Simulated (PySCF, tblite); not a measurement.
**C3H13PSi2: dynamics, then NMR shifts on frames**

How do NMR shifts of C3H13PSi2 (`CC(C)[SiH2]P[SiH3]`) change as the atoms move?

Computed with tblite 0.8.0 and PySCF 2.14.0, with density-fitted response routines of our own, on a single molecule in the gas phase. Atoms are numbered from 0 throughout.

## Step 1: The starting structure

19 atoms, charge 0, multiplicity 1; geometry from: GFN2-xTB.

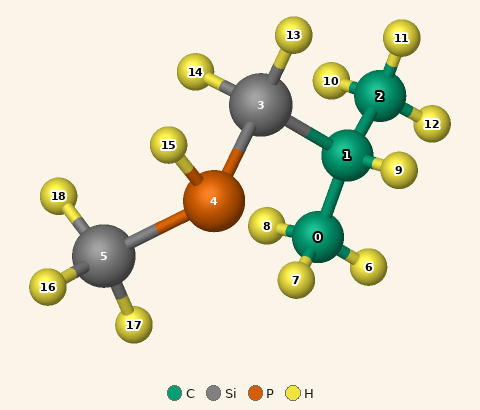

The starting geometry (carbon teal, silicon grey, phosphorus orange, hydrogen yellow), atoms numbered; sticks join atoms by distance.

## Step 2: Thermal motion with GFN2-xTB

Job settings and geometry (Å):

```
{"job": {"kind": "md", "xc": "GFN2-xTB", "basis": "xTB", "temperature": 400, "steps": 2000, "every": 50, "frames": 5}, "charge": 0, "multiplicity": 1}
C     -0.753012    -1.203235    -0.837068
C     -1.350495     0.122186    -0.373130
C     -2.594498    -0.114313     0.475255
Si    -0.061390     1.169825     0.567581
P      1.741499     1.337753    -0.743673
Si     3.075284    -0.299192    -0.030135
H     -1.479559    -1.775603    -1.413145
H      0.118161    -1.025818    -1.467765
H     -0.443541    -1.806527     0.015036
H     -1.653932     0.679967    -1.266553
H     -2.348806    -0.694409     1.362143
H     -3.026552     0.830019     0.797527
H     -3.348780    -0.660683    -0.089934
H     -0.566489     2.528430     0.797439
H      0.221276     0.564842     1.880053
H      2.333232     2.320062     0.020852
H      4.446363     0.111568    -0.329861
H      2.725292    -1.505868    -0.778451
H      2.956142    -0.569753     1.406368
```

Method: GFN2-xTB Langevin dynamics, gas phase.

The run is started by

```bash
OMP_NUM_THREADS=1 python probes_run.py task.json out
```

One launch serves the whole session: the jobs run in the order shown.

Output:

```text
t/fs     T/K      E/eV
    0.0   325.0   -517.88982
   25.0   175.9   -517.29183
   50.0   200.4   -517.25171
   75.0   263.2   -517.32770
  100.0   314.9   -517.23726
  125.0   394.1   -517.19176
  150.0   374.6   -517.15701
  175.0   358.7   -517.21868
  200.0   335.7   -517.08009
  225.0   369.2   -516.98489
  250.0   358.9   -517.27582
  275.0   404.1   -517.25778
  300.0   425.3   -517.37314
  325.0   348.8   -517.18802
  350.0   312.1   -517.08759
  375.0   239.6   -516.90936
  400.0   478.4   -517.22484
  425.0   350.9   -517.09439
  450.0   403.4   -516.76061
  475.0   428.8   -516.70094
  500.0   528.7   -516.94680
  525.0   538.2   -517.04190
  550.0   402.8   -516.71029
  575.0   455.3   -516.59452
  600.0   527.6   -516.86875
  625.0   571.3   -516.86096
  650.0   579.8   -516.69504
  675.0   497.1   -516.61234
  700.0   518.2   -516.64309
  725.0   482.5   -516.79794
  750.0   589.2   -516.80586
  775.0   513.3   -517.00740
  800.0   555.9   -517.27055
  825.0   382.3   -517.09743
  850.0   308.1   -516.93220
  875.0   437.0   -516.82266
  900.0   473.3   -516.96440
  925.0   406.1   -516.65644
  950.0   373.7   -516.64814
  975.0   385.6   -516.89216
 1000.0   453.6   -516.92016
```

It took 21 s on 1 thread of Intel Xeon Platinum 8488C, shared host; peak memory 0.19 GiB.

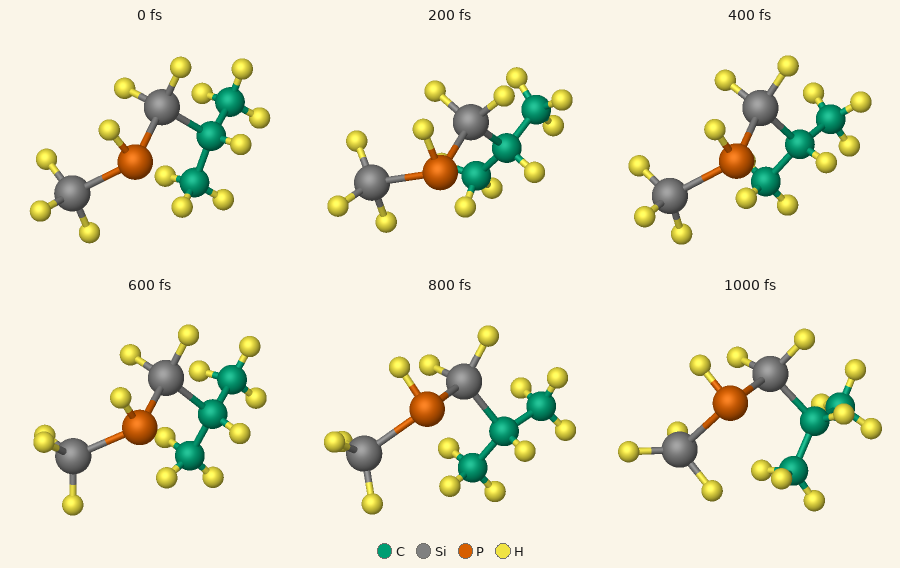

Frames of the run.

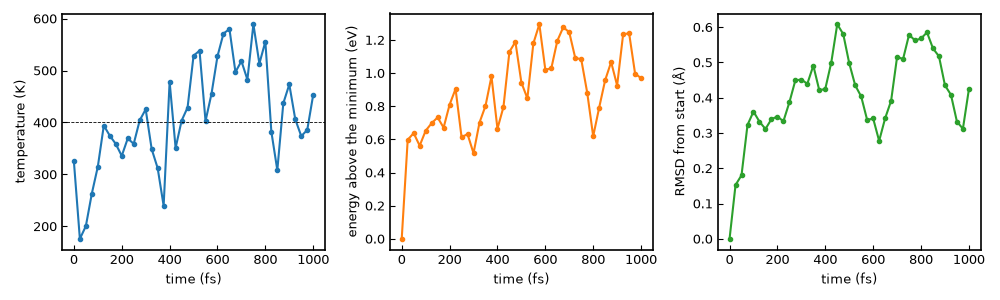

Temperature, potential energy and distance from the start.

Positions (Å) and forces (eV/Å) at 1000 fs:

```xyz
19

C     0.111   -0.591   -1.608   -0.012   -1.126    0.771
C    -0.945    0.204   -0.850   -0.725    0.407    0.076
C    -2.242   -0.500   -0.432   -1.063    0.273    1.458
Si   -0.166    1.182    0.584    0.675    0.566   -0.482
P     1.879    2.061   -0.173   -0.630   -0.896    0.966
Si    3.027    0.126    0.099   -0.540    0.051   -0.118
H    -0.230   -1.271   -2.395   -0.349    0.514   -0.073
H     0.908    0.055   -2.001   -0.585   -0.147    0.094
H     0.549   -1.285   -0.850    0.003    0.444   -0.549
H    -1.385    1.035   -1.428    0.539   -0.293   -0.617
H    -2.254   -1.335    0.301    0.827    0.340   -0.619
H    -2.938    0.237    0.082    0.934   -0.399   -0.567
H    -2.805   -0.817   -1.286   -0.090   -0.389   -0.628
H    -1.076    2.340    0.569    0.122    0.089    0.521
H    -0.028    0.433    1.847   -0.071    0.168   -0.128
H     2.115    2.376    1.139    0.151    0.486    0.140
H     4.381    0.136    0.684   -0.149    0.240   -0.377
H     2.728   -0.309   -1.279    0.846   -0.359    0.294
H     2.289   -0.742    1.052    0.119    0.032   -0.164
```

## Step 3: Shielding tensors: 250 fs, PBE0/pcSseg-1

Job settings and geometry (Å):

```
{"job": {"kind": "nmr", "xc": "PBE0", "basis": "pcSseg-1", "pop": false}, "charge": 0, "multiplicity": 1}
C     -0.908500    -2.140700    -0.105300
C     -1.533000    -0.782700    -0.447100
C     -2.938500    -0.771900     0.281100
Si    -0.452500     0.755800     0.034000
P      1.603100     0.877200    -0.861700
Si     2.981700    -0.488400     0.200200
H     -1.629200    -2.931400    -0.489000
H      0.114800    -2.422200    -0.458300
H     -0.773000    -2.306400     0.975000
H     -1.734700    -0.625800    -1.510200
H     -2.770100    -0.642400     1.326200
H     -3.456600     0.065500    -0.114400
H     -3.521100    -1.714900     0.069300
H     -0.867700     2.143200    -0.259200
H     -0.359000     0.524700     1.547400
H      1.835600     2.001500    -0.146900
H      4.380400     0.018700     0.186400
H      3.076700    -1.644000    -0.717600
H      2.493800    -0.801600     1.543000
```

Level: GIAO PBE0/pcSseg-1 NMR shielding, non-relativistic, gas phase.

Output:

```text
coarse grid: 16192 points
cycle   1  E = -1041.8152714736  dE =  2.464e-02  |g| = 3.551e-01  |ddm| = 3.686e+00
cycle   2  E = -1041.8056335011  dE =  9.638e-03  |g| = 4.093e-01  |ddm| = 7.439e-01
cycle   3  E = -1041.8502111521  dE = -4.458e-02  |g| = 4.165e-02  |ddm| = 4.070e-01
cycle   4  E = -1041.8505475951  dE = -3.364e-04  |g| = 2.099e-02  |ddm| = 6.515e-02
cycle   5  E = -1041.8506607524  dE = -1.132e-04  |g| = 3.719e-03  |ddm| = 2.566e-02
cycle   6  E = -1041.8506637923  dE = -3.040e-06  |g| = 9.380e-04  |ddm| = 4.217e-03
final grid: 139240 points
cycle   7  E = -1041.8856216452  dE = -2.706e-05  |g| = 7.359e-03  |ddm| = 2.778e-02
cycle   8  E = -1041.8856132909  dE =  8.354e-06  |g| = 9.182e-03  |ddm| = 1.531e-02
cycle   9  E = -1041.8856357340  dE = -2.244e-05  |g| = 6.227e-04  |ddm| = 8.900e-03
cycle  10  E = -1041.8856358151  dE = -8.117e-08  |g| = 2.031e-04  |ddm| = 7.004e-04
cycle  11  E = -1041.8856358249  dE = -9.788e-09  |g| = 3.686e-05  |ddm| = 1.805e-04
cycle  12  E = -1041.8856358253  dE = -3.304e-10  |g| = 6.882e-06  |ddm| = 5.673e-05
converged SCF energy = -1041.8856358253

GIAO shielding tensors (ppm)
atom      isotropic    diamagn.    paramagn.     s11        s22        s33       span
  0 C      160.556     246.453     -85.897    136.526    160.128    185.014     48.488
  1 C      165.518     250.302     -84.784    151.975    165.148    179.430     27.455
  2 C      160.487     249.117     -88.629    138.163    157.568    185.731     47.568
  3 Si     369.519     881.894    -512.375    302.871    372.755    432.931    130.060
  4 P      639.453     970.600    -331.147    569.245    619.453    729.660    160.415
  5 Si     427.343     880.322    -452.979    392.465    414.035    475.528     83.063
  6 H       29.230      28.887       0.343     24.259     26.995     36.436     12.178
  7 H       29.798      31.050      -1.252     24.332     28.883     36.181     11.849
  8 H       30.228      31.238      -1.010     27.404     28.308     34.972      7.569
  9 H       30.266      32.754      -2.488     26.356     28.612     35.831      9.475
 10 H       30.968      30.960       0.008     26.710     30.264     35.931      9.221
 11 H       30.825      30.371       0.454     25.577     28.724     38.174     12.598
 12 H       29.654      28.381       1.272     25.579     27.199     36.182     10.603
 13 H       26.698      30.853      -4.155     21.942     26.028     32.126     10.183
 14 H       26.697      31.177      -4.480     22.753     26.819     30.519      7.766
 15 H       31.859      32.665      -0.805     25.025     28.860     41.692     16.667
 16 H       27.138      28.280      -1.142     23.586     24.632     33.195      9.610
 17 H       27.318      29.693      -2.376     24.013     25.432     32.508      8.495
 18 H       27.326      29.578      -2.252     23.223     26.146     32.610      9.387
```

Run time: 40 s. Hardware: 1 thread of Intel Xeon Platinum 8488C, shared host; peak memory 0.85 GiB.

Shifts follow as δ = σ(reference) − σ, with reference shieldings (ppm) from runs at the same level and on the same kind of geometry: 1H TMS 31.72, 13C TMS 186.9, 29Si TMS 349.2, 31P H3PO4 318.4. The references are single molecules in the gas phase, so shifts against H2O, NH3, PH3, H3PO4 or CFCl3 are not on the usual liquid scales and can be off by tens of ppm. Each atom is listed at this fixed geometry, with no averaging over motion; a spectrum would average atoms that exchange fast.

| atoms | environment | σ (ppm) | δ (ppm) |
| --- | --- | --- | --- |
| C2 | methyl carbon | 160.5 | 26.4 |
| C0 | methyl carbon | 160.6 | 26.4 |
| C1 | sp3 CH bonded to Si | 165.5 | 21.4 |
| H14 | hydrogen on a silicon bonded to C, P | 26.70 | 5.02 |
| H13 | hydrogen on a silicon bonded to C, P | 26.70 | 5.02 |
| H16 | hydrogen on a silicon bonded to P | 27.14 | 4.58 |
| H17 | hydrogen on a silicon bonded to P | 27.32 | 4.40 |
| H18 | hydrogen on a silicon bonded to P | 27.33 | 4.39 |
| H6 | hydrogen on a methyl carbon | 29.23 | 2.49 |
| H12 | hydrogen on a methyl carbon | 29.65 | 2.06 |
| H7 | hydrogen on a methyl carbon | 29.80 | 1.92 |
| H8 | hydrogen on a methyl carbon | 30.23 | 1.49 |
| H9 | hydrogen on an sp3 CH bonded to Si | 30.27 | 1.45 |
| H11 | hydrogen on a methyl carbon | 30.82 | 0.89 |
| H10 | hydrogen on a methyl carbon | 30.97 | 0.75 |
| H15 | hydrogen on a phosphorus bonded to 2 Si | 31.86 | -0.14 |
| Si3 | silicon bonded to C, P, 2 H | 369.5 | -20.4 |
| Si5 | silicon bonded to P, 3 H | 427.3 | -78.2 |
| P4 | phosphorus bonded to 2 Si, H | 639.5 | -321.1 |

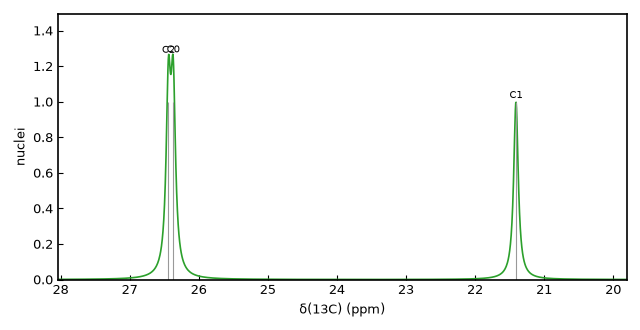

13C lines at the computed shifts, without couplings. Lines are broadened to a width of 0.08 ppm (Lorentzian).

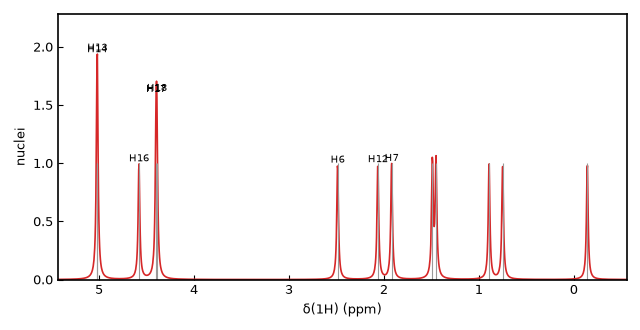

1H lines at the computed shifts, without couplings. Lines are broadened to a width of 0.02 ppm (Lorentzian).

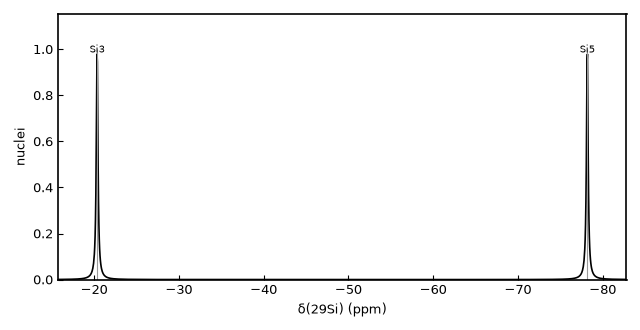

29Si lines at the computed shifts, without couplings. Lines are broadened to a width of 0.23 ppm (Lorentzian).

## Step 4: Shielding tensors: 425 fs, PBE0/pcSseg-1

Job settings and geometry (Å):

```
{"job": {"kind": "nmr", "xc": "PBE0", "basis": "pcSseg-1", "pop": false}, "charge": 0, "multiplicity": 1}
C     -0.583400    -2.213700    -0.169800
C     -1.207500    -0.784100    -0.228400
C     -2.634600    -1.112500     0.153200
Si    -0.097700     0.463200     0.767300
P      1.461000     1.007400    -0.807300
Si     2.950200    -0.635000    -0.132300
H     -1.156200    -2.849400    -0.831300
H      0.458600    -2.176500    -0.421200
H     -0.741100    -2.563500     0.841800
H     -1.125200    -0.391100    -1.297000
H     -2.708000    -1.499500     1.160700
H     -3.321100    -0.341500     0.175700
H     -3.004200    -1.811800    -0.543200
H     -0.745600     1.700800     1.095200
H      0.525900    -0.161800     2.009200
H      2.042900     1.815000     0.047700
H      4.200400     0.151800    -0.162600
H      3.190300    -1.790500    -1.047300
H      2.856900    -1.110700     1.247700
```

Method: GIAO PBE0/pcSseg-1 NMR shielding, non-relativistic, gas phase.

Output:

```text
coarse grid: 16192 points
cycle   1  E = -1041.7994348799  dE =  1.477e-01  |g| = 3.939e-01  |ddm| = 3.724e+00
cycle   2  E = -1041.7870068185  dE =  1.243e-02  |g| = 4.519e-01  |ddm| = 8.043e-01
cycle   3  E = -1041.8410653138  dE = -5.406e-02  |g| = 4.224e-02  |ddm| = 4.603e-01
cycle   4  E = -1041.8414094647  dE = -3.442e-04  |g| = 2.028e-02  |ddm| = 5.643e-02
cycle   5  E = -1041.8415079744  dE = -9.851e-05  |g| = 4.236e-03  |ddm| = 2.093e-02
cycle   6  E = -1041.8415123321  dE = -4.358e-06  |g| = 7.060e-04  |ddm| = 5.272e-03
final grid: 139240 points
cycle   7  E = -1041.8764225463  dE = -3.180e-05  |g| = 7.056e-03  |ddm| = 2.727e-02
cycle   8  E = -1041.8764157562  dE =  6.790e-06  |g| = 8.630e-03  |ddm| = 1.380e-02
cycle   9  E = -1041.8764351389  dE = -1.938e-05  |g| = 6.080e-04  |ddm| = 8.044e-03
cycle  10  E = -1041.8764352181  dE = -7.923e-08  |g| = 1.996e-04  |ddm| = 7.381e-04
cycle  11  E = -1041.8764352276  dE = -9.457e-09  |g| = 3.850e-05  |ddm| = 1.797e-04
cycle  12  E = -1041.8764352279  dE = -3.488e-10  |g| = 7.205e-06  |ddm| = 5.684e-05
converged SCF energy = -1041.8764352279

GIAO shielding tensors (ppm)
atom      isotropic    diamagn.    paramagn.     s11        s22        s33       span
  0 C      156.495     251.536     -95.041    139.851    147.886    181.748     41.897
  1 C      158.632     250.941     -92.309    141.869    162.627    171.400     29.532
  2 C      167.701     243.565     -75.864    148.378    159.899    194.826     46.448
  3 Si     365.889     881.768    -515.879    321.543    368.084    408.040     86.497
  4 P      673.840     969.350    -295.510    613.412    644.379    763.729    150.317
  5 Si     414.922     878.477    -463.555    333.672    435.128    475.966    142.293
  6 H       30.440      31.834      -1.394     26.617     28.172     36.532      9.915
  7 H       30.665      33.313      -2.648     24.053     31.164     36.778     12.725
  8 H       30.841      32.571      -1.729     28.416     28.758     35.350      6.933
  9 H       29.600      32.686      -3.087     24.441     30.238     34.121      9.681
 10 H       31.042      29.986       1.056     27.245     28.864     37.018      9.774
 11 H       31.806      30.934       0.871     26.757     28.931     39.729     12.972
 12 H       31.431      30.268       1.163     26.607     29.118     38.567     11.959
 13 H       27.247      31.443      -4.196     23.350     25.514     32.878      9.529
 14 H       26.751      30.966      -4.214     23.708     25.637     30.909      7.202
 15 H       33.040      33.278      -0.238     26.579     28.381     44.160     17.581
 16 H       27.086      28.022      -0.936     22.837     24.853     33.568     10.732
 17 H       27.228      28.026      -0.799     24.243     24.535     32.906      8.663
 18 H       27.667      29.093      -1.426     24.175     26.355     32.471      8.296
```

Wall time 39 s (1 thread of Intel Xeon Platinum 8488C, shared host); peak memory 0.84 GiB.

In short: δ C0 30.4, C1 28.3, C2 19.2, Si3 -16.7, H14 4.97, H16 4.63 ppm.

[end of part 1 of 2]
